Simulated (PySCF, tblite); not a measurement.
# C₅H₇BO₃S: geometry, infrared bands and NMR shifts

What infrared bands and NMR shifts should C₅H₇BO₃S (`OB(O)Cc1csc(O)c1`) show?

The runs use tblite 0.8.0 and PySCF 2.14.0, with density-fitted response routines of our own; the level of theory stands in each step. All values are computed, except where a source is named. Atoms are numbered from 0 throughout.

**1. The starting structure**

17 atoms, charge 0, multiplicity 1; geometry from: force field or distance geometry start.

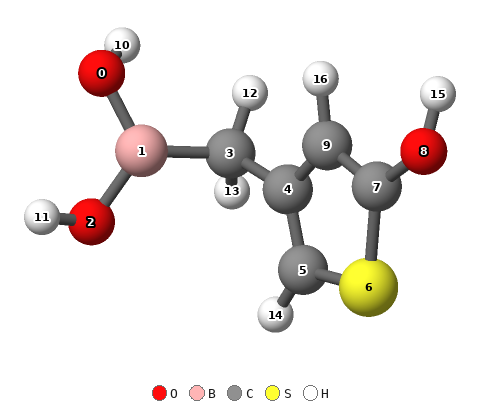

The starting geometry (oxygen red, boron pink, carbon grey, sulfur yellow, hydrogen white), atoms numbered.

**2. Geometry optimisation with GFN2-xTB**

The job: settings as JSON, then the geometry in Å.

```
{"job": {"kind": "relax", "xc": "GFN2-xTB", "basis": "xTB"}, "charge": 0, "multiplicity": 1}
O     -2.410300     1.739200    -0.501200
B     -1.878000     0.692900     0.352300
O     -2.749800     0.219800     1.441300
C     -0.994600    -0.405500    -0.361400
C      0.357100    -0.557700     0.311600
C      0.552600    -1.440700     1.331900
S      2.144800    -1.339100     1.814500
C      2.581200    -0.105000     0.649500
O      3.823400     0.522600     0.421100
C      1.437800     0.148100    -0.051400
H     -2.592300     1.316900    -1.387000
H     -3.080900     1.040600     1.926400
H     -0.877400    -0.168200    -1.427500
H     -1.522000    -1.388600    -0.308600
H     -0.227700    -2.090300     1.758600
H      4.001400     0.923900    -0.460200
H      1.427800     0.903300    -0.870200
```

Launch:

```console
$ OMP_NUM_THREADS=1 python probes_run.py task.json out
```

One launch serves the whole session: the jobs run in the order shown.

Output:

```text
step      E/eV     max force
  0    -842.30108    4.185
  1    -843.04673    2.518
  2    -843.36057    1.616
  3    -843.53945    1.286
  4    -843.70138    0.819
  5    -843.77873    1.035
  6    -843.85787    1.005
  7    -843.92535    0.852
  8    -843.96856    0.656
  9    -843.99918    0.425
 10    -844.02057    0.420
 11    -844.03660    0.340
 12    -844.04828    0.294
 13    -844.05550    0.319
 14    -844.05941    0.189
 15    -844.06240    0.123
 16    -844.06491    0.089
 17    -844.06596    0.076
 18    -844.06692    0.072
 19    -844.06771    0.084
 20    -844.06875    0.100
 21    -844.06971    0.071
 22    -844.07058    0.084
 23    -844.07146    0.092
 24    -844.07256    0.112
 25    -844.07377    0.113
 26    -844.07500    0.088
 27    -844.07633    0.111
 28    -844.07793    0.105
 29    -844.07969    0.110
 30    -844.08115    0.088
 31    -844.08212    0.069
 32    -844.08285    0.075
 33    -844.08368    0.074
 34    -844.08464    0.080
 35    -844.08554    0.071
 36    -844.08624    0.062
 37    -844.08681    0.054
 38    -844.08735    0.061
 39    -844.08788    0.057
 40    -844.08825    0.043
 41    -844.08856    0.043
 42    -844.08886    0.045
 43    -844.08918    0.053
 44    -844.08946    0.043
 45    -844.08968    0.033
 46    -844.08987    0.033
 47    -844.09008    0.040
 48    -844.09028    0.037
 49    -844.09045    0.032
 50    -844.09062    0.030
 51    -844.09078    0.028
 52    -844.09092    0.025
 53    -844.09101    0.024
 54    -844.09109    0.022
 55    -844.09117    0.023
 56    -844.09129    0.027
 57    -844.09142    0.030
 58    -844.09153    0.028
 59    -844.09161    0.023
 60    -844.09167    0.016
 61    -844.09174    0.019
 62    -844.09180    0.019
 63    -844.09185    0.018
 64    -844.09190    0.017
 65    -844.09194    0.015
 66    -844.09199    0.016
 67    -844.09202    0.013
 68    -844.09206    0.014
 69    -844.09209    0.016
 70    -844.09215    0.019
 71    -844.09222    0.024
 72    -844.09230    0.020
 73    -844.09234    0.020
 74    -844.09238    0.016
 75    -844.09242    0.015
 76    -844.09248    0.023
 77    -844.09257    0.030
 78    -844.09268    0.031
 79    -844.09279    0.035
 80    -844.09294    0.036
 81    -844.09316    0.043
 82    -844.09352    0.071
 83    -844.09407    0.103
 84    -844.09485    0.121
 85    -844.09594    0.114
 86    -844.09737    0.090
 87    -844.09868    0.125
 88    -844.09854    0.157
 89    -844.10039    0.099
 90    -844.10086    0.086
 91    -844.10154    0.074
 92    -844.10252    0.096
 93    -844.10352    0.092
 94    -844.10471    0.066
 95    -844.10501    0.102
 96    -844.10535    0.045
 97    -844.10547    0.063
 98    -844.10572    0.044
 99    -844.10585    0.026
100    -844.10592    0.021
101    -844.10600    0.025
102    -844.10613    0.020
103    -844.10620    0.027
104    -844.10629    0.015
105    -844.10636    0.031
106    -844.10640    0.017
107    -844.10642    0.009
```

Wall time 1.4 s (1 thread of Arm Neoverse N1, shared host); peak memory 0.18 GiB.

The steps of the relaxation: (not every step is listed)

```csv
step,energy from step 0 (eV),largest force (eV/Å)
0,0.0000,4.1846
1,-0.7457,2.5177
2,-1.0595,1.6163
3,-1.2384,1.2861
4,-1.4003,0.8189
5,-1.4777,1.0355
6,-1.5568,1.0049
7,-1.6243,0.8521
8,-1.6675,0.6563
17,-1.7649,0.0765
26,-1.7739,0.0883
35,-1.7845,0.0706
44,-1.7884,0.0428
53,-1.7899,0.0240
62,-1.7907,0.0188
71,-1.7911,0.0239
80,-1.7919,0.0358
89,-1.7993,0.0988
98,-1.8046,0.0441
102,-1.8051,0.0200
103,-1.8051,0.0266
104,-1.8052,0.0150
105,-1.8053,0.0311
106,-1.8053,0.0170
107,-1.8053,0.0094
```

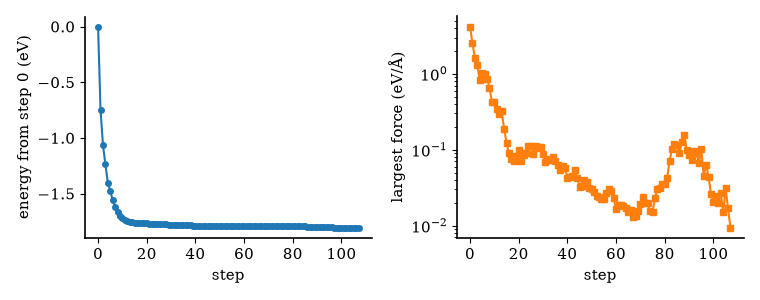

Energy and largest force along the relaxation.

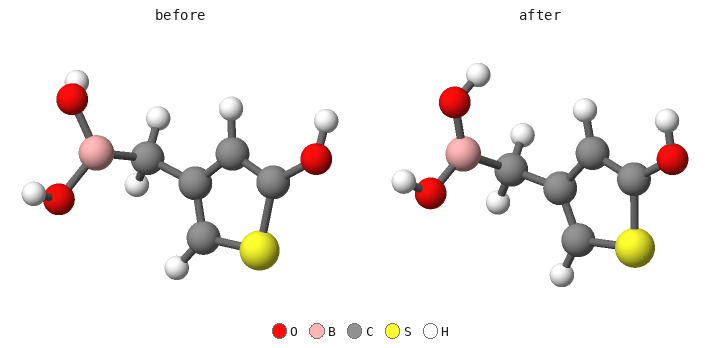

Before and after, at one scale.

Close pairs (by a distance rule), those that changed most:

```
  bond  before (Å)  after (Å)  change (Å)
 B1–O2       1.473      1.343      -0.130
 O0–B1       1.451      1.361      -0.090
 C4–C9       1.341      1.425      +0.084
 C5–S6       1.667      1.731      +0.065
 C7–O8       1.410      1.355      -0.055
O2–H11       1.009      0.958      -0.051
O0–H10       0.998      0.955      -0.043
C9–H16       1.114      1.077      -0.037
```

The final coordinates are the input of the step that follows.

**3. Infrared spectrum with GFN2-xTB**

The job: settings as JSON, then the geometry in Å.

```
{"job": {"kind": "ir", "xc": "GFN2-xTB", "basis": "xTB"}, "charge": 0, "multiplicity": 1}
O     -2.007998     1.768286    -0.441848
B     -1.955770     0.589325     0.236404
O     -2.573368     0.514916     1.427180
C     -1.170041    -0.709043    -0.303435
C      0.218006    -0.740437     0.261509
C      0.654207    -1.622366     1.193482
S      2.301791    -1.354719     1.653491
C      2.399109    -0.018986     0.558344
O      3.568794     0.660581     0.472606
C      1.233417     0.189112    -0.105301
H     -1.567088     1.797672    -1.288594
H     -2.996319     1.328095     1.707283
H     -1.106407    -0.706404    -1.394558
H     -1.690878    -1.615028     0.001643
H      0.111095    -2.420926     1.655815
H      3.481040     1.377393    -0.166294
H      1.093414     0.974560    -0.828176
```

Output:

```text
mode    cm-1     km/mol
  1     -11.4      1.33
  2      31.4      0.68
  3      67.5      0.13
  4     200.3      0.90
  5     227.9      3.10
  6     264.4      0.19
  7     294.2    133.36
  8     315.6      2.71
  9     366.6     15.98
 10     403.3     14.45
 11     472.8     11.97
 12     489.3     20.23
 13     518.3      8.15
 14     538.4     91.80
 15     560.4      2.43
 16     632.4    200.91
 17     657.9     91.35
 18     720.4      6.85
 19     721.1      8.78
 20     764.3     10.37
 21     777.8     24.22
 22     835.5      3.26
 23     867.8     19.12
 24     946.7    158.95
 25     958.0    135.94
 26     983.6      3.86
 27    1086.8     23.86
 28    1096.6    196.78
 29    1125.6     69.76
 30    1161.6     40.28
 31    1220.3    179.98
 32    1238.3    366.89
 33    1250.3     35.20
 34    1314.5    359.49
 35    1391.7      1.16
 36    1467.6      3.18
 37    1534.5     94.12
 38    1598.8    137.69
 39    2957.9     50.20
 40    3021.6     20.26
 41    3110.4     34.53
 42    3174.1      4.25
 43    3522.7     18.98
 44    3604.7     15.04
 45    3658.4     13.65
```

It took 1.2 s on 1 thread of Arm Neoverse N1, shared host; peak memory 0.18 GiB.

The strongest bands and the atoms that carry them (share of the mass-weighted mode):

| cm⁻¹ | km/mol | atoms |
| --- | --- | --- |
| 632 | 200.9 | H11 73 % |
| 947 | 158.9 | H10 59 %, H11 17 %, O0 13 % |
| 958 | 135.9 | H11 47 %, O2 24 %, H10 14 %, O0 10 % |
| 1097 | 196.8 | H15 36 %, H16 18 %, O8 17 %, C7 12 % |
| 1220 | 180.0 | B1 36 %, H13 27 %, H12 12 % |
| 1238 | 366.9 | B1 30 %, C3 24 %, H12 19 %, H13 13 % |
| 1314 | 359.5 | B1 68 %, O2 18 % |
| 1599 | 137.7 | C7 34 %, C9 27 %, C4 22 %, C5 12 % |

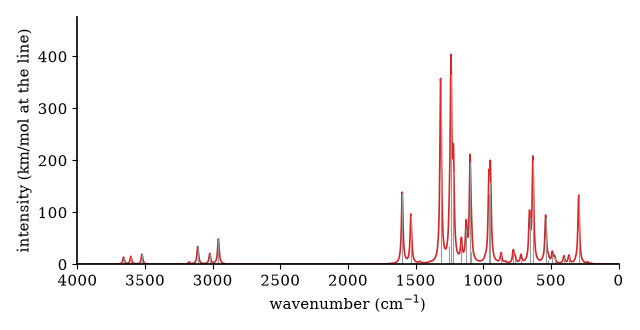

The infrared spectrum from these modes, unscaled. Lines are broadened to a width of 14 cm⁻¹ (Lorentzian).

**4. Shielding tensors: PBE0/pcSseg-1**

The job, as its differences from that of step 3:

```diff
@@ -1,2 +1,2 @@
-{"job": {"kind": "ir", "xc": "GFN2-xTB", "basis": "xTB"}, "charge": 0, "multiplicity": 1}
+{"job": {"kind": "nmr", "xc": "PBE0", "basis": "pcSseg-1"}, "charge": 0, "multiplicity": 1}
 O     -2.007998     1.768286    -0.441848
```

Level: GIAO PBE0/pcSseg-1 NMR shielding, non-relativistic, gas phase.

Output:

```text
coarse grid: 15744 points
cycle   1  E = -842.5713995516  dE =  1.916e+00  |g| = 1.022e+00  |ddm| = 4.056e+00
cycle   2  E = -842.4258236483  dE =  1.456e-01  |g| = 1.372e+00  |ddm| = 1.705e+00
cycle   3  E = -842.7628726134  dE = -3.370e-01  |g| = 1.031e-01  |ddm| = 1.039e+00
cycle   4  E = -842.7648686433  dE = -1.996e-03  |g| = 4.513e-02  |ddm| = 1.231e-01
cycle   5  E = -842.7652773221  dE = -4.087e-04  |g| = 2.030e-02  |ddm| = 5.913e-02
cycle   6  E = -842.7653801974  dE = -1.029e-04  |g| = 4.389e-03  |ddm| = 2.403e-02
cycle   7  E = -842.7653845774  dE = -4.380e-06  |g| = 1.312e-03  |ddm| = 5.122e-03
final grid: 150224 points
cycle   8  E = -842.8544546468  dE = -3.980e-05  |g| = 1.342e-02  |ddm| = 3.767e-02
cycle   9  E = -842.8543944094  dE =  6.024e-05  |g| = 2.109e-02  |ddm| = 3.101e-02
cycle  10  E = -842.8544921360  dE = -9.773e-05  |g| = 2.145e-03  |ddm| = 2.168e-02
cycle  11  E = -842.8544932395  dE = -1.104e-06  |g| = 3.863e-04  |ddm| = 2.245e-03
cycle  12  E = -842.8544932705  dE = -3.100e-08  |g| = 1.205e-04  |ddm| = 4.182e-04
cycle  13  E = -842.8544932735  dE = -2.961e-09  |g| = 4.312e-05  |ddm| = 1.330e-04
cycle  14  E = -842.8544932739  dE = -4.361e-10  |g| = 1.447e-05  |ddm| = 5.378e-05
converged SCF energy = -842.8544932739

GIAO shielding tensors (ppm)
atom      isotropic    diamagn.    paramagn.     s11        s22        s33       span
  0 O      207.364     388.112    -180.748    103.611    254.069    264.411    160.800
  1 B       73.024     194.023    -120.998     60.079     65.751     93.243     33.163
  2 O      218.330     384.458    -166.128    119.824    259.067    276.100    156.276
  3 C      162.693     249.818     -87.125    149.093    163.450    175.536     26.442
  4 C       47.211     258.555    -211.345    -34.927     32.375    144.184    179.111
  5 C       73.855     255.699    -181.844     -8.748    101.046    129.266    138.014
  6 S      323.093    1055.680    -732.588    207.410    374.057    387.812    180.402
  7 C       12.912     262.297    -249.385    -56.821     16.335     79.222    136.043
  8 O      223.143     384.324    -161.181    161.306    249.319    258.804     97.498
  9 C       80.565     256.440    -175.875     20.859     86.409    134.427    113.569
 10 H       27.702      33.546      -5.844     22.031     25.225     35.851     13.821
 11 H       27.690      29.192      -1.501     21.745     23.189     38.136     16.390
 12 H       29.951      31.848      -1.897     26.758     28.017     35.078      8.320
 13 H       29.485      31.079      -1.594     25.512     28.866     34.077      8.565
 14 H       25.752      32.610      -6.858     22.135     26.797     28.325      6.191
 15 H       27.394      32.731      -5.337     18.994     26.215     36.973     17.978
 16 H       26.044      35.954      -9.910     22.690     25.989     29.454      6.764
```

Run time: 75 s. Hardware: 1 thread of Arm Neoverse N1, shared host; peak memory 0.94 GiB.

Shifts follow as δ = σ(reference) − σ, with reference shieldings (ppm) from runs at the same level and on the same kind of geometry: 1H TMS 31.72, 13C TMS 186.9, 17O H2O 336.1, 11B BF3·OEt2 100.1, 33S CS2 504. The references are single molecules in the gas phase, so shifts against H2O, NH3, PH3, H3PO4 or CFCl3 are not on the usual liquid scales and can be off by tens of ppm. Atoms listed in one row are averaged.

| atoms | environment | σ (ppm) | δ (ppm) | δ scaled to CDCl3 |
| --- | --- | --- | --- | --- |
| C7 | aromatic carbon bearing oxygen | 12.9 | 174.0 | 163.5 |
| C4 | substituted aromatic carbon | 47.2 | 139.7 | 134.4 |
| C5 | aromatic CH next to the ring sulfur | 73.9 | 113.1 | 104.0 |
| C9 | aromatic CH | 80.6 | 106.4 | 101.9 |
| C3 | sp3 CH2 bonded to B, on an aromatic ring | 162.7 | 24.2 | 21.7 |
| H14 | hydrogen on an aromatic CH next to the ring sulfur | 25.75 | 5.96 | 5.73 |
| H16 | hydrogen on an aromatic CH | 26.04 | 5.67 | 5.45 |
| H15 | hydrogen on a phenol-type oxygen | 27.39 | 4.32 | – |
| H10, H11 | hydrogen on an oxygen bonded to B | 27.70 | 4.02 | – |
| H12, H13 | hydrogen on an sp3 CH2 bonded to B, on an aromatic ring | 29.72 | 2.00 | 1.99 |
| O0, O2 | oxygen bonded to B, H | 212.8 | 123.2 | – |
| O8 | phenol-type oxygen | 223.1 | 112.9 | – |
| B1 | boron bonded to C, 2 O | 73.0 | 27.0 | – |
| S6 | aromatic ring sulfur | 323 | 181 | – |

The scaled column applies a straight-line fit of computed shieldings to shifts measured in CDCl3, with any fitted terms for Cl, Br or S neighbours (root-mean-square error 0.16 ppm for H, 1.9 ppm for C).

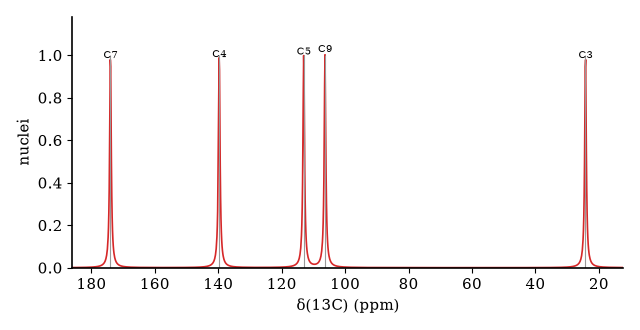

13C lines at the computed shifts, without couplings. Lines are broadened to a width of 0.60 ppm (Lorentzian).

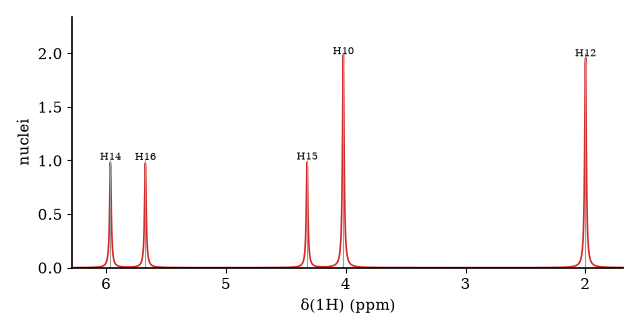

1H lines at the computed shifts, without couplings. Lines are broadened to a width of 0.02 ppm (Lorentzian).

The run also stored atomic charges by several schemes (e):

```
 atoms  Mulliken    IAO  Hirshfeld  ESP fit
O0, O2     -0.41  -0.55      -0.26    -0.74
    B1      0.59   0.52       0.25     0.82
    C3     -0.28  -0.44      -0.15    -0.64
    C4     -0.22   0.01      -0.02     0.35
    C5     -0.27  -0.35      -0.11    -0.51
    S6      0.26   0.31       0.08     0.08
    C7      0.03   0.07       0.04     0.21
    O8     -0.37  -0.47      -0.19    -0.48
    C9     -0.08  -0.28      -0.12    -0.48
```

Hirshfeld charges:

O0 -0.27; B1 0.25; O2 -0.25; C3 -0.15; C4 -0.02; C5 -0.11; S6 0.08; C7 0.04; O8 -0.19; C9 -0.12; H10 0.18; H11 0.18; H12 0.04; H13 0.05; H14 0.05; H15 0.19; H16 0.04

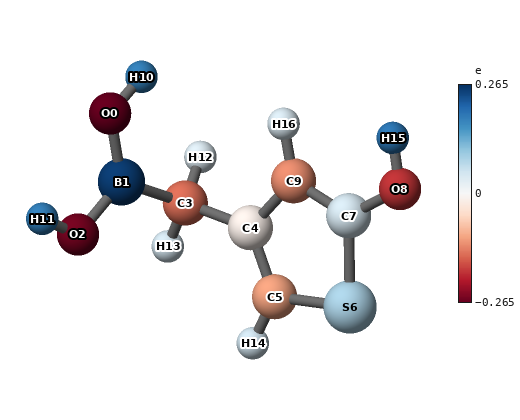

Hirshfeld charges, as colours on the atoms.

Mayer bond orders: O0–B1 1.21, B1–O2 1.27, B1–C3 0.90, C3–C4 1.05, C4–C5 1.62, C5–S6 1.11, S6–C7 1.16, C7–O8 1.06, C7–C9 1.53, C9–C4 1.20.

Ring of atoms C4, C5, S6, C7, C9: NICS(0) -11.8, NICS(1) -9.3, NICS(1)zz -20.0 ppm (means of both faces).

**5. Summary of results**

```
                                                               quantity                                 value
                              strongest single infrared mode (GFN2-xTB)                 1238 cm⁻¹, 367 km/mol
                                           zero-point energy (GFN2-xTB)                         74.6 kcal/mol
                                 13C shifts against TMS (PBE0/pcSseg-1)  174.0, 139.7, 113.1, 106.4, 24.2 ppm
 1H shifts against TMS (PBE0/pcSseg-1, means over atoms taken as alike)      5.96, 5.67, 4.32, 4.02, 2.00 ppm
17O shifts against H2O (PBE0/pcSseg-1, means over atoms taken as alike)                      123.2, 112.9 ppm
                            11B shifts against BF3·OEt2 (PBE0/pcSseg-1)                              27.0 ppm
                                 33S shifts against CS2 (PBE0/pcSseg-1)                               181 ppm
```

In words: Over 107 steps the energy fell by 1.805 eV; of the close pairs, B1–O2 changed most, 1.473 to 1.343 Å. The lowest mode is slightly imaginary (11i cm⁻¹), a soft motion within the noise of the Hessian, so the minimum is not strictly shown. The strongest single mode, at 1238 cm⁻¹, is spread over several atoms, B1, C3, H12, H13 among them. Unscaled tight-binding wavenumbers are off by several per cent, some by more. Its intensities can rank the bands wrongly. NICS(1)zz of -20 ppm above the planar ring from C4 marks a diatropic (aromatic) ring current.
